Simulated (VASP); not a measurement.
Band structure of BeHg₃Te₄ (ordered alloy cell). Method: PBEsol GGA, VASP's PBE PAW potentials (set 64) (plane waves; VASP).

Unless said otherwise, spin-orbit coupling is left out, though it shifts the bands of the heavy elements here.

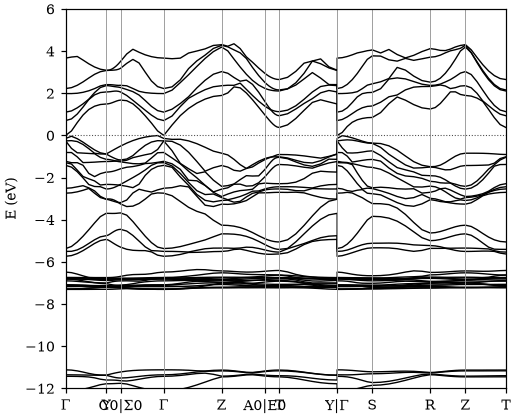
Bands along high-symmetry lines, zero at the valence-band maximum or, without a gap, the Fermi level

Question: Read the plot: is there a gap, and where are the band edges?

Answer: It has no gap at this level: it comes out as a metal or semimetal. (Edges off the drawn lines would not show.)

The structure was generated: BeHg3Te4 was put into an ordered model structure (Amm2), which need not be its known phase. It was relaxed first.
